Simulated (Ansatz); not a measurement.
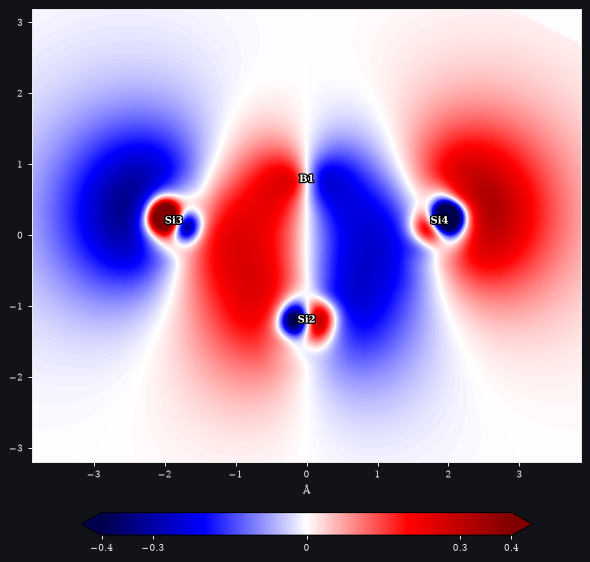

BSi$_{3}$ (doublet). The HOMO (α) on the molecular plane (values in Å⁻³ᐟ²; the overall sign is arbitrary).

Geometry: r2SCAN-D4/def2-SVP.

Computed with isolated molecule in a Gaussian basis; Kohn-Sham density functional theory, functional PBE0 (Ansatz 0.2.0).

```
atom    x (Å)    y (Å)    z (Å)
   B  -0.6266   0.4188  -0.1758
  Si   1.1152  -0.0745   0.6234
  Si   0.7137   1.6637  -0.8834
  Si  -0.9396  -1.1166   1.0037
```

**Describe this orbital and give its energy.**

By Hirshfeld shares it lies mainly on Si4 (about 40 %), Si3 (about 40 %), Si2 (about 15 %) and B1 (about 10 %); it is symmetric in the molecular plane (an in-plane orbital: σ, lone-pair or in-plane π type). Its energy is −6.52 eV.
